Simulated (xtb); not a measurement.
GeH3Br: energy and gradient calculation

System: GeH3Br, SMILES [GeH3][Br].
Method: GFN2-xTB (xtb 6.7.1).

The geometry was optimised with GFN2-xTB.

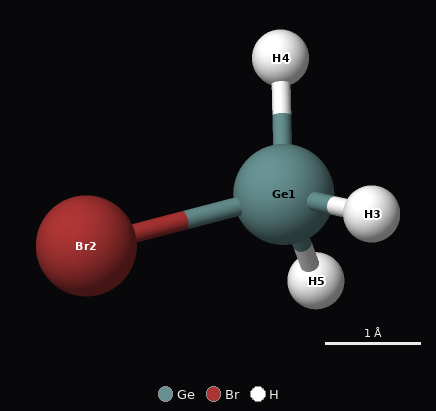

**Figure 1.** The structure (ball-and-stick view, seen at a tilt; atoms are numbered from 1 in the order of the input). Sticks mark near contacts. Bond lengths as drawn: Br–Ge 2.26 Å and Ge–H 1.50 Å.

### Input file (coord)
```
$coord
      0.255131924086      0.025076665674     -0.236801580677  ge
     -2.863388613078     -0.282079418623      2.659676136843  br
      0.238162183487      2.683732350410     -1.212032541812  h
     -0.317228324541     -1.840196402899     -2.289289816417  h
      2.687341727308     -0.586514297300      1.078447802063  h
$end
```

Launched with:
```bash
xtb coord --grad --gfn 2 --acc 100 -P 1 | tee out.txt
```

### Output
```
* xtb version 6.7.1
   ID    Z sym.   atoms
    1   32 ge     1
    2   35 br     2
    3    1 h      3-5

           -------------------------------------------------
          |                Calculation Setup                |
           -------------------------------------------------

          program call               : xtb coord --grad --gfn 2 --acc 100 -P 1
          coordinate file            : coord
          omp threads                :                     1

           -------------------------------------------------
          |                 G F N 2 - x T B                 |
           -------------------------------------------------

      * Hamiltonian:
        H0-scaling (s, p, d)           1.850000    2.230000    2.230000
        zeta-weighting                 0.500000
      * Dispersion:
        s8                             2.700000
        a1                             0.520000
        a2                             5.000000
        s9                             5.000000
      * Repulsion:
        kExp                           1.500000    1.000000
        rExp                           1.000000
      * Coulomb:
        alpha                          2.000000
        third order                    shell-resolved
        anisotropic                    true
        a3                             3.000000
        a5                             4.000000
        cn-shift                       1.200000
        cn-exp                         4.000000
        max-rad                        5.000000

          ...................................................
          :                      SETUP                      :
          :.................................................:
          :  # basis functions                  23          :
          :  # atomic orbitals                  21          :
          :  # shells                            9          :
          :  # electrons                        14          :
          :  max. iterations                   250          :
          :  Hamiltonian                  GFN2-xTB          :
          :  restarted?                      false          :
          :  GBSA solvation                  false          :
          :  PC potential                    false          :
          :  electronic temp.          300.0000000     K    :
          :  accuracy                  100.0000000          :
          :  -> integral cutoff          0.2000000E+02      :
          :  -> integral neglect         0.1000000E-05      :
          :  -> SCF convergence          0.1000000E-03 Eh   :
          :  -> wf. convergence          0.1000000E-01 e    :
          :  Broyden damping             0.4000000          :
          :  net charge                          0          :
          :  unpaired electrons                  0          :
          ...................................................

 iter      E             dE          RMSdq      gap      omega  full diag
   1     -7.5539293 -0.755393E+01  0.684E+00    5.92       0.0  T
   2     -7.5505665  0.336284E-02  0.798E+00    7.35       1.0  T
   3     -7.6026975 -0.521311E-01  0.293E+00    6.76       1.0  T
   4     -7.6037311 -0.103352E-02  0.137E+00    6.80       1.0  T
   5     -7.6041377 -0.406674E-03  0.169E+00    6.60       1.0  T
   6     -7.6059452 -0.180747E-02  0.713E-01    6.69       1.0  T
   7     -7.6063141 -0.368927E-03  0.247E-01    6.71       1.0  T
   8     -7.6063313 -0.171860E-04  0.312E-02    6.71       1.4  T
   9     -7.6063299  0.143762E-05  0.812E-02    6.72       1.0  T

   *** convergence criteria satisfied after 9 iterations ***

         #    Occupation            Energy/Eh            Energy/eV
      -------------------------------------------------------------
         1        2.0000           -0.8447883             -22.9879
         2        2.0000           -0.6539352             -17.7945
         3        2.0000           -0.4782066             -13.0127
         4        2.0000           -0.4781894             -13.0122
         5        2.0000           -0.4708390             -12.8122
         6        2.0000           -0.4321667             -11.7599
         7        2.0000           -0.4321653             -11.7598 (HOMO)
         8                         -0.1850708              -5.0360 (LUMO)
         9                         -0.1442604              -3.9255
        10                         -0.1442118              -3.9242
        11                         -0.1009960              -2.7482
        12                          0.0013517               0.0368
       ...                                ...                  ...
        21                          1.4664999              39.9055
      -------------------------------------------------------------
                  HL-Gap            0.2470945 Eh            6.7238 eV
             Fermi-level           -0.3086180 Eh           -8.3979 eV

 SCC (total)                   0 d,  0 h,  0 min,  0.002 sec
 SCC setup                      ...        0 min,  0.000 sec (  2.871%)
 Dispersion                     ...        0 min,  0.000 sec (  0.892%)
 classical contributions        ...        0 min,  0.000 sec (  0.458%)
 integral evaluation            ...        0 min,  0.000 sec ( 19.897%)
 iterations                     ...        0 min,  0.001 sec ( 48.761%)
 molecular gradient             ...        0 min,  0.000 sec ( 23.783%)
 printout                       ...        0 min,  0.000 sec (  3.047%)

         :::::::::::::::::::::::::::::::::::::::::::::::::::::
         ::                     SUMMARY                     ::
         :::::::::::::::::::::::::::::::::::::::::::::::::::::
         :: total energy              -7.581963572647 Eh    ::
         :: gradient norm              0.000304490286 Eh/a0 ::
         :: HOMO-LUMO gap              6.723783587082 eV    ::
         ::.................................................::
         :: SCC energy                -7.606329633641 Eh    ::
         :: -> isotropic ES           -0.001249401616 Eh    ::
         :: -> anisotropic ES         -0.000778261648 Eh    ::
         :: -> anisotropic XC         -0.011568274057 Eh    ::
         :: -> dispersion             -0.002260389090 Eh    ::
         :: repulsion energy           0.024366060994 Eh    ::
         :: add. restraining           0.000000000000 Eh    ::
         :: total charge               0.000000000000 e     ::
         :::::::::::::::::::::::::::::::::::::::::::::::::::::

           -------------------------------------------------
          |                Property Printout                |
           -------------------------------------------------

    * Orbital Energies and Occupations

         #    Occupation            Energy/Eh            Energy/eV
      -------------------------------------------------------------
         1        2.0000           -0.8447883             -22.9879
         2        2.0000           -0.6539352             -17.7945
         3        2.0000           -0.4782066             -13.0127
         4        2.0000           -0.4781894             -13.0122
         5        2.0000           -0.4708390             -12.8122
         6        2.0000           -0.4321667             -11.7599
         7        2.0000           -0.4321653             -11.7598 (HOMO)
         8                         -0.1850708              -5.0360 (LUMO)
         9                         -0.1442604              -3.9255
        10                         -0.1442118              -3.9242
        11                         -0.1009960              -2.7482
        12                          0.0013517               0.0368
        13                          0.0013594               0.0370
        14                          0.0335004               0.9116
        15                          0.0335008               0.9116
        16                          0.1235053               3.3607
        17                          0.1235073               3.3608
        18                          0.2919250               7.9437
       ...                                ...                  ...
        21                          1.4664999              39.9055
      -------------------------------------------------------------
                  HL-Gap            0.2470945 Eh            6.7238 eV
             Fermi-level           -0.3086180 Eh           -8.3979 eV

     #   Z          covCN         q      C6AA      α(0)
     1  32 ge       3.658     0.178   168.376    23.308
     2  35 br       0.843    -0.135   188.536    22.138
     3   1 h        0.938    -0.014     3.319     2.848
     4   1 h        0.938    -0.014     3.318     2.848
     5   1 h        0.938    -0.014     3.318     2.848

 Mol. C6AA /au·bohr⁶  :       1031.597670
 Mol. C8AA /au·bohr⁸  :      63657.072493
 Mol. α(0) /au        :         53.990189

Wiberg/Mayer (AO) data.
largest (>0.10) Wiberg bond orders for each atom

 ---------------------------------------------------------------------------
     #   Z sym  total        # sym  WBO       # sym  WBO       # sym  WBO
 ---------------------------------------------------------------------------
     1  32 ge   3.713 --     2 br   1.196     3 h    0.839     4 h    0.839
                             5 h    0.839
     2  35 br   1.333 --     1 ge   1.196
     3   1 h    1.000 --     1 ge   0.839
     4   1 h    1.000 --     1 ge   0.839
     5   1 h    1.000 --     1 ge   0.839
 ---------------------------------------------------------------------------

Topologies differ in total number of bonds
Writing topology from bond orders to xtbtopo.mol

molecular dipole:
                 x           y           z       tot (Debye)
 q only:        0.395       0.039      -0.367
   full:        1.331       0.131      -1.236       4.630
molecular quadrupole (traceless):
                xx          xy          yy          xz          yz          zz
 q only:       -0.588      -0.154       0.962       1.455       0.143      -0.374
  q+dip:       -3.436      -0.901       5.617       8.492       0.836      -2.181
   full:       -3.311      -0.868       5.413       8.183       0.806      -2.102

           -------------------------------------------------
          | TOTAL ENERGY               -7.581963572647 Eh   |
          | GRADIENT NORM               0.000304490286 Eh/α |
          | HOMO-LUMO GAP               6.723783587082 eV   |
           -------------------------------------------------

------------------------------------------------------------------------
------------------------------------------------------------------------
 total:
 *  cpu-time:     0 d,  0 h,  0 min,  0.007 sec
 * ratio c/w:     1.000 speedup
 SCF:
 *  cpu-time:     0 d,  0 h,  0 min,  0.002 sec
 * ratio c/w:     0.999 speedup
```

### Standard error
```
normal termination of xtb
```

### Key numbers

| quantity | value |
| --- | --- |
| outcome | converged |
| electrons treated | 14 |
| total energy | −7.581964 hartree |
| dispersion energy | −0.002260 hartree |
| basis functions | 23 |
| largest force | 0.013 eV/Å |
| HOMO | −11.76 eV |
| LUMO | −5.04 eV |
| dipole moment | 4.63 D |
| hardware | 1 thread of Intel Xeon (Granite Rapids), 192 GiB of memory available, shared host |
| peak memory | 0.071 GiB |

### Remarks

Settings chosen away from the usual ones: method = gfn2-xtb; task = gradient; x = {"accuracy": 100}; geo = {"prev": "A"}. These settings are looser than, or depart from, a standard set-up, so the numbers are not reference values for this system.
